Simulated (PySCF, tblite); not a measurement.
**C4H9OSi radical: geometry, infrared bands and EPR parameters**

What infrared bands and EPR parameters should C4H9OSi radical (`[H]/[C]=C(\CC)O[SiH3]`) show?

Computed with tblite 0.8.0 and PySCF 2.14.0, with density-fitted response routines of our own, on a single molecule in the gas phase. Atoms are numbered from 0 throughout.

### 1 The starting structure

15 atoms, charge 0, multiplicity 2; geometry from: force field or distance geometry start.

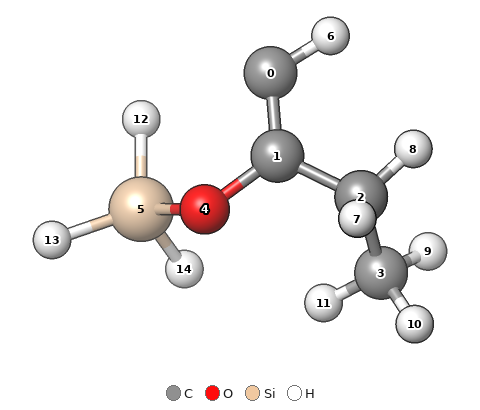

As it starts; carbon grey, oxygen red, silicon light orange, hydrogen white, atoms numbered.

### 2 Geometry optimisation with GFN2-xTB

The job: settings as JSON, then the geometry in Å.

```
{"job": {"kind": "relax", "xc": "GFN2-xTB", "basis": "xTB"}, "charge": 0, "multiplicity": 2}
C      0.453100     1.863300     0.610900
C      0.101000     0.886700    -0.230200
C     -1.303600     0.499400    -0.458300
C     -1.576600    -0.946700    -0.082100
O      1.062700     0.140700    -0.913400
Si     2.302700    -0.522100     0.095800
H     -0.360200     2.391000     1.110100
H     -1.504000     0.665200    -1.532500
H     -1.946900     1.110200     0.207300
H     -2.070800    -0.983900     0.935600
H     -2.305000    -1.379700    -0.802000
H     -0.690000    -1.586100    -0.112600
H      2.601900     0.474900     1.166800
H      3.515300    -0.866800    -0.687700
H      1.716000    -1.738000     0.670500
```

The run is started by

```console
OMP_NUM_THREADS=1 python probes_run.py task.json out
```

The driver reads the jobs from task.json and runs them one after another.

**Question.** This job is followed by: GFN2-xTB harmonic vibrations, gas phase; UKS B3LYP, pcH-1 on C H O Si, non-relativistic, mean-field spin-orbit, GIAO. Predict these results of the whole session: strongest single infrared mode (GFN2-xTB); zero-point energy (GFN2-xTB); g(iso) (B3LYP); ⟨S²⟩; largest a(iso) (averaged by class); potential on the surface of density 0.002 e/bohr³, 1st and 99th percentile.

**Answer**, as computed:

| quantity | value |
| --- | --- |
| strongest single infrared mode (GFN2-xTB) | 2245 cm⁻¹, 403 km/mol |
| zero-point energy (GFN2-xTB) | 70.2 kcal/mol |
| g(iso) (B3LYP) | 2.00248 |
| ⟨S²⟩ | 0.758 (exact 0.75) |
| largest a(iso) (averaged by class) | 13C on C0, 280.9 MHz |
| potential on the surface of density 0.002 e/bohr³, 1st and 99th percentile | -0.86 V and 1.24 V |

In words: Over 131 steps the energy fell by 0.750 eV; of the close pairs, O4–Si5 changed most, 1.731 to 1.630 Å. All 39 modes are real, so the xTB geometry is a minimum. The strongest single mode, at 2245 cm⁻¹, moves mainly H14 and H12. Unscaled tight-binding wavenumbers are off by several per cent, some by more. Its intensities can rank the bands wrongly. C0 carries the largest spin population, 1.03 e. The isotropic g lies 0.2 ppt above the free-electron value. These values are for one conformer; the search (at its own cheap level) found 2 more, at 1.10, 1.33 kcal/mol, and measured spectra average over such forms.
